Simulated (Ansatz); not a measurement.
The starting structures come from a database of crystals and need not be the phases stable at ambient conditions.

 Where the default PAW files enter, the runs use the earlier of Ansatz's two default sets.

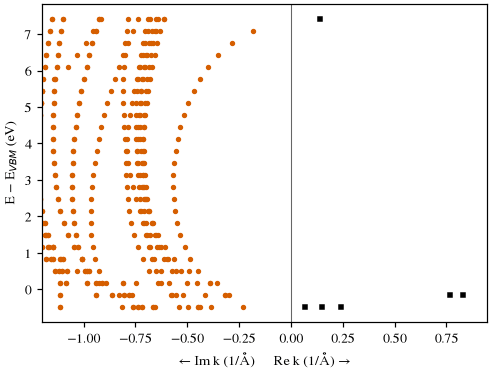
Figure. Complex bands at the centre of the two-dimensional zone; r2SCAN run with Ansatz (a quantum-chemistry and plane-wave program)

The gap is the functional's own. No spin-orbit coupling. Mid-gap values are interpolated on the energy grid.

### Question
This is Rb$_{2}$GeF$_{6}$ (Fm-3m, not sure to be the ambient phase, 9 atoms a cell, 16.7 Å³ an atom) along the normal of (110). Read off the slowest decay at the centre of the two-dimensional zone at 3.79 eV, the computed energy nearest the middle of the gap.

### Answer
κ ≈ 0.56 1/Å, a decay length 1/(2κ) of the density of 0.90 Å.
